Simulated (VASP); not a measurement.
Band structure of Ta2Co (space group I4/mcm). All values below come from PBEsol GGA, VASP's PBE PAW potentials (set 64) (plane waves; VASP).

Unless said otherwise, spin-orbit coupling is left out, though it shifts the bands of the heavy elements here.

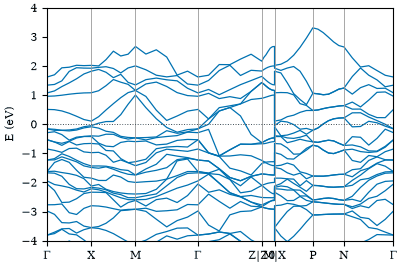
Bands along high-symmetry lines, zero at the valence-band maximum or, without a gap, the Fermi level

### Question
Read the plot: is there a gap, and where are the band edges?

### Answer
It has no gap at this level: it comes out as a metal or semimetal.

The structure comes from a computed database's Ta2Co entry (I4/mcm); how it stands against other phases isn't given here. The cell was not relaxed at this level. The run is not spin-polarised, so no magnetic state was tried.
